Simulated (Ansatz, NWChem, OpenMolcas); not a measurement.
CH2I2 (diiodomethane): a line through the functionals

CH2I2 has 5 atoms, charge 0, and is taken as a singlet. SMILES: `ICI`. Geometry: relaxed at PBE0-D4/def2-TZVP.

The dipole moment y, in D, basis def2-SVP with a core potential; a is the functional's share of exact exchange. Programs: Ansatz 0.2.0, NWChem 7.3.0, OpenMolcas 26.06.

| functional | program | a | y (D) |
| --- | --- | --- | --- |
| BLYP | NWChem | 0 | 1.05 |
| PBE | OpenMolcas | 0 | 1.07 |
| B3LYP | NWChem | 0.2 | 1.10 |
| PBE0 | Ansatz | 0.25 | ? |
| BHLYP | NWChem | 0.5 | 1.15 |

**Question.** Fit y = c + s·a to the known rows and predict PBE0.

**Answer.** 
1. Means of the 4 rows: a = 0.1750, y = 1.093.
2. Σ(Δa)² = 0.1675, Σ(Δa·Δy) = 0.03025, so the slope is 0.03025/0.1675 = 0.1806.
3. Intercept: 1.093 − (0.1806) × 0.1750 = 1.061. The largest residual of the fit is 0.011.
4. PBE0: 1.061 + (0.1806) × 0.25 = 1.11 D.

The run gave 1.12 D, so the prediction is off by -0.01 D, at the rounding of the table. More exact exchange makes the molecule more polar here.

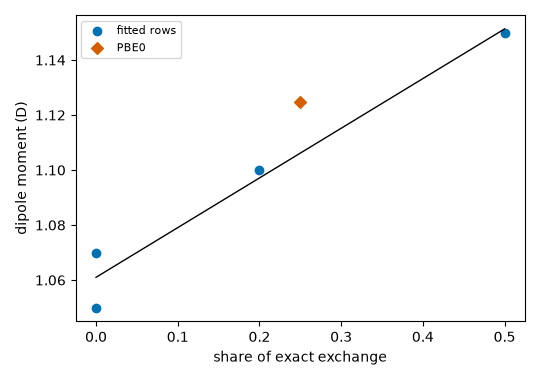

The fitted line, with the withheld row.
